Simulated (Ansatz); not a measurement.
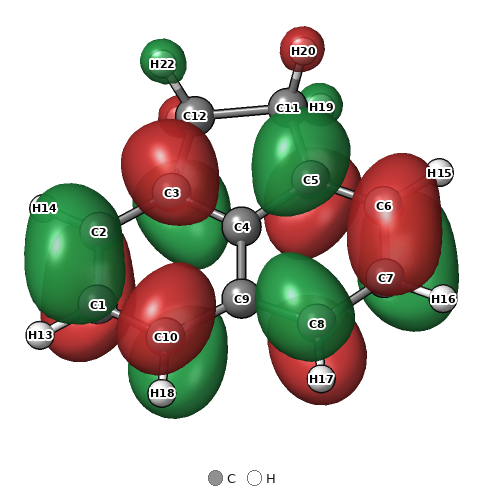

The picture shows: C₁₂H₁₀ (SMILES c1cc2c3c(cccc3c1)CC2). One frontier orbital at ±0.08 Å⁻³ᐟ² (green and red are the two phases), seen at a tilt.

Geometry: PBE0-D4/def2-TZVP.

The calculation used Ansatz 0.2.0, RKS PBE0-D4/def2-TZVPP.

```yaml
atoms:
  - { symbol: C, position_ang: [1.0983, -2.4899, 0.3493] }
  - { symbol: C, position_ang: [1.8417, -1.4800, -0.3046] }
  - { symbol: C, position_ang: [1.2729, -0.2461, -0.4673] }
  - { symbol: C, position_ang: [-0.0247, -0.0319, 0.0211] }
  - { symbol: C, position_ang: [-0.4771, 1.2748, -0.2149] }
  - { symbol: C, position_ang: [-1.7304, 1.6238, 0.2092] }
  - { symbol: C, position_ang: [-2.5193, 0.6529, 0.8689] }
  - { symbol: C, position_ang: [-2.0747, -0.6264, 1.0998] }
  - { symbol: C, position_ang: [-0.7851, -1.0150, 0.6731] }
  - { symbol: C, position_ang: [-0.1726, -2.2788, 0.8267] }
  - { symbol: C, position_ang: [0.6044, 2.0407, -0.9313] }
  - { symbol: C, position_ang: [1.7683, 1.0267, -1.1027] }
  - { symbol: H, position_ang: [1.5520, -3.4668, 0.4767] }
  - { symbol: H, position_ang: [2.8417, -1.6983, -0.6634] }
  - { symbol: H, position_ang: [-2.1283, 2.6205, 0.0518] }
  - { symbol: H, position_ang: [-3.5122, 0.9327, 1.2038] }
  - { symbol: H, position_ang: [-2.7122, -1.3406, 1.6099] }
  - { symbol: H, position_ang: [-0.7083, -3.0813, 1.3224] }
  - { symbol: H, position_ang: [0.9167, 2.9157, -0.3549] }
  - { symbol: H, position_ang: [0.2521, 2.4145, -1.8964] }
  - { symbol: H, position_ang: [2.6833, 1.3804, -0.6201] }
  - { symbol: H, position_ang: [2.0134, 0.8723, -2.1570] }
```

**Which orbital is it: HOMO or LUMO?**

The LUMO, at −0.95 eV. By Hirshfeld shares it lies mainly on C3 (about 10 %), C5 (about 10 %), C8 (about 10 %), C10 (about 10 %), C7 (about 10 %) and C1 (about 10 %).
